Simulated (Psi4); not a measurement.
# CH4NSi (SMILES C=N[SiH2]) at USVWN-RPA/jun-cc-pV(D+d)Z (density fitting)

What is the energy change on altering one bond length of CH4NSi at USVWN-RPA/jun-cc-pV(D+d)Z (density fitting)? 

The results are computed with Psi4 1.11.

3 further runs of the same task are left out: 1 that didn't finish, 2 set aside as unsound or not needed.

### Step 1. The structure to begin with

CH4NSi has 7 atoms, charge 0, and is taken as a doublet. SMILES: `C=N[SiH2]`. Geometry: relaxed at GFN2-xTB.

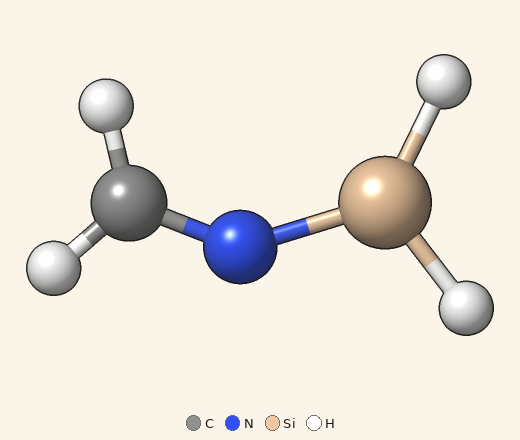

The structure, seen from a chosen angle (carbon grey, nitrogen blue, silicon light orange, hydrogen white).

### Step 2. The response to a field at USVWN-RPA/jun-cc-pV(D+d)Z (density fitting)

Input file ch4nsi.py:

```python
import psi4

psi4.set_memory(1600000000)
psi4.set_num_threads(1)
psi4.core.set_output_file('psi4.out', False)

m = psi4.geometry("""
0 2
C     -1.243710    -0.210880    -0.669260
N     -0.016440    -0.432190    -0.308170
Si     1.178680     0.190460     0.630130
H     -1.697610    -0.908750    -1.356980
H     -1.844990     0.624540    -0.331550
H      1.258060     1.367600     1.486690
H      2.366000    -0.630770     0.549130
units angstrom
no_reorient
no_com
""")

psi4.set_options(dict(basis='jun-cc-pV(D+d)Z', reference='uks', scf_type='disk_df'))

E = psi4.properties('svwn', properties=['dipole_polarizabilities'])
print(f'total energy {E:.8f} hartree = {E * 27.211386:.5f} eV')
```

Run with:

```console
$ python ch4nsi.py
```

psi4.out, cut to the lines that bear on the results:

```text
[...]
  Running in c1 symmetry.
[...]
  Nuclear repulsion =   94.134155473035250
[...]
  Multiplicity = 2
[...]
  Nalpha       = 16
  Nbeta        = 15
[...]
    Number of basis functions: 83
[...]
   @DF-UKS iter   1:  -382.64743411362247    2.28269e-01   1.28385e-02 DIIS/ADIIS
[...]
   @DF-UKS iter  10:  -383.30021138928777   -6.43568e-08   7.60830e-07 DIIS
[...]
   @S^2 Observed:                7.542830706E-01
[...]
    Orbital Energies [Eh]
    ---------------------
    Alpha Occupied:
       1A    -65.160971     2A    -13.882385     3A     -9.849122
       4A     -5.060411     5A     -3.504940     6A     -3.500695
       7A     -3.499216     8A     -0.829526     9A     -0.602782
      10A     -0.499612    11A     -0.434785    12A     -0.412770
      13A     -0.345982    14A     -0.344826    15A     -0.231846
      16A     -0.181909
    Alpha Virtual:
      17A     -0.085405    18A     -0.050285    19A     -0.022407
      20A     -0.000364    21A      0.005560    22A      0.011608
      23A      0.027332    24A      0.033869    25A      0.057280
[...]
  @DF-UKS Final Energy:  -383.30021138928777
   => Energetics <=
    Nuclear Repulsion Energy =             94.1341554730352499
    One-Electron Energy =                -715.6000190951996274
    Two-Electron Energy =                 271.4448338515271644
    DFT Exchange-Correlation Energy =     -33.2791816186505116
    Empirical Dispersion Energy =           0.0000000000000000
    VV10 Nonlocal Energy =                  0.0000000000000000
    Total Energy =                       -383.3002113892877674
[...]
 Multipole Moments:
 ------------------------------------------------------------------------------------
     Multipole            Electronic (a.u.)      Nuclear  (a.u.)        Total (a.u.)
 ------------------------------------------------------------------------------------
 L = 1.  Multiply by 2.5417464519 to convert [e a0] to [Debye]
 Dipole X            :        -17.2093897           17.0181932           -0.1911965
 Dipole Y            :          2.6170763           -2.2139086            0.4031676
 Dipole Z            :         -5.4611649            5.6622998            0.2011349
 Magnitude           :                                                    0.4894441
[...]
```

On the terminal:

```text
total energy -383.30021139 hartree = -10430.13001 eV
```

It took 27 s on 1 thread of AMD EPYC 9R45 (Zen 5), shared host; peak memory 0.37 GiB.

### Step 3. The distorted shape

Input file run.py:

```python
import psi4

psi4.set_memory(1600000000)
psi4.set_num_threads(1)
psi4.set_output_file('psi4.out', False)

mol = psi4.geometry("""
0 2
C     -0.642416    -1.046319    -1.006978
N      0.584854    -1.267629    -0.645888
Si     1.779974    -0.644979     0.292412
H     -1.096316    -1.744189    -1.694698
H     -1.844990     0.624540    -0.331550
H      1.859354     0.532161     1.148972
H      2.967294    -1.466209     0.211412
no_reorient
no_com
""")

psi4.set_options({
    'basis': 'jun-cc-pV(D+d)Z',
    'reference': 'uks',
    'scf_type': 'disk_df',
})

result, w = psi4.properties("SVWN", properties=['dipole_polarizabilities'], return_wfn=True)
print('E =', round(result, 9))
for k, v in sorted(psi4.core.scalar_variables().items()):
    print(f'{k:45s} {v:18.10f}')
```

Run with:

```console
$ python run.py
```

psi4.out, cut to the lines that bear on the results:

```text
[...]
  Running in c1 symmetry.
[...]
  Nuclear repulsion =   91.573486301057827
[...]
  Multiplicity = 2
[...]
  Nalpha       = 16
  Nbeta        = 15
[...]
    Number of basis functions: 83
[...]
   @DF-UKS iter   1:  -382.22910267351182    4.63851e-01   1.42914e-02 DIIS/ADIIS
[...]
   @DF-UKS iter  15:  -383.17661963012415   -2.11357e-08   3.12401e-07 DIIS
[...]
   @S^2 Observed:                7.654094271E-01
[...]
    Orbital Energies [Eh]
    ---------------------
    Alpha Occupied:
       1A    -65.181872     2A    -13.919891     3A     -9.897568
       4A     -5.081780     5A     -3.525844     6A     -3.522428
       7A     -3.520569     8A     -0.853497     9A     -0.615652
      10A     -0.495642    11A     -0.435633    12A     -0.381778
      13A     -0.366696    14A     -0.345927    15A     -0.229196
      16A     -0.194866
    Alpha Virtual:
      17A     -0.134425    18A     -0.097700    19A     -0.060329
      20A     -0.025825    21A     -0.009535    22A      0.003938
      23A      0.015679    24A      0.022187    25A      0.053113
[...]
  @DF-UKS Final Energy:  -383.17661963012415
   => Energetics <=
    Nuclear Repulsion Energy =             91.5734863010578266
    One-Electron Energy =                -709.9333333789899143
    Two-Electron Energy =                 268.2622681772070337
    DFT Exchange-Correlation Energy =     -33.0790407293991677
    Empirical Dispersion Energy =           0.0000000000000000
    VV10 Nonlocal Energy =                  0.0000000000000000
    Total Energy =                       -383.1766196301241507
[...]
 Multipole Moments:
 ------------------------------------------------------------------------------------
     Multipole            Electronic (a.u.)      Nuclear  (a.u.)        Total (a.u.)
 ------------------------------------------------------------------------------------
 L = 1.  Multiply by 2.5417464519 to convert [e a0] to [Debye]
 Dipole X            :        -50.4911914           51.1066226            0.6154312
 Dipole Y            :         49.4288656          -49.5764358           -0.1475702
 Dipole Z            :         13.6336588          -13.4835361            0.1501227
 Magnitude           :                                                    0.6504379
[...]
```

The script printed:

```text
E = -383.17661963
CURRENT ENERGY                                   -383.1766196301
CURRENT REFERENCE ENERGY                         -383.1766196301
DD SOLVATION ENERGY                                 0.0000000000
DFT FUNCTIONAL TOTAL ENERGY                      -383.1766196301
DFT TOTAL ENERGY                                 -383.1766196301
DFT VV10 ENERGY                                     0.0000000000
DFT XC ENERGY                                     -33.0790407294
DIPOLE POLARIZABILITY XX                          104.1209836441
DIPOLE POLARIZABILITY XY                          -14.1922534176
DIPOLE POLARIZABILITY XZ                           17.0986055567
DIPOLE POLARIZABILITY YX                          -14.1922561059
DIPOLE POLARIZABILITY YY                           58.4774386638
DIPOLE POLARIZABILITY YZ                            7.4589370479
DIPOLE POLARIZABILITY ZX                           17.0986045699
DIPOLE POLARIZABILITY ZY                            7.4589389853
DIPOLE POLARIZABILITY ZZ                           51.9580605634
GRID ELECTRONS ALPHA                               15.9999919005
GRID ELECTRONS BETA                                14.9999931508
GRID ELECTRONS TOTAL                               30.9999850513
NUCLEAR REPULSION ENERGY                           91.5734863011
ONE-ELECTRON ENERGY                              -709.9333333790
PCM POLARIZATION ENERGY                             0.0000000000
PE ENERGY                                           0.0000000000
SCF ITERATION ENERGY                             -383.1766196301
SCF ITERATIONS                                     15.0000000000
SCF TOTAL ENERGY                                 -383.1766196301
TWO-ELECTRON ENERGY                               268.2622681772
XC GRID RADIAL POINTS                              75.0000000000
XC GRID SPHERICAL POINTS                          302.0000000000
XC GRID TOTAL POINTS                           153839.0000000000
```

It took 32 s on 1 thread of AMD EPYC 9R45 (Zen 5), shared host; peak memory 0.37 GiB.

### Step 4. Results

Level: USVWN-RPA/jun-cc-pV(D+d)Z (density fitting).

| quantity | value |
| --- | --- |
| first shape: total energy | -383.30021 Eh |
| first shape: dipole moment | 1.24 D |
| first shape: HOMO energy (highest over α and β) | -4.95 eV |
| first shape: LUMO energy (lowest over α and β) | -4.12 eV |
| first shape: ⟨S²⟩ | 0.754 |
| first shape: mean static polarisability | 56.5 bohr³ |
| distorted shape: total energy | -383.17662 Eh |
| distorted shape: dipole moment | 1.65 D |
| distorted shape: HOMO energy (highest over α and β) | -5.30 eV |
| distorted shape: LUMO energy (lowest over α and β) | -4.41 eV |
| distorted shape: ⟨S²⟩ | 0.765 |
| distorted shape: mean static polarisability | 71.5 bohr³ |
| energy change with the C1–H5 bond stretched from 1.083 to 2.167 Å | 3.363 eV |

In words: With the C1–H5 bond stretched from 1.083 to 2.167 Å the energy rises by 3.36 eV (324 kJ/mol). The first shape isn't relaxed at this level, so the change isn't measured from a minimum.
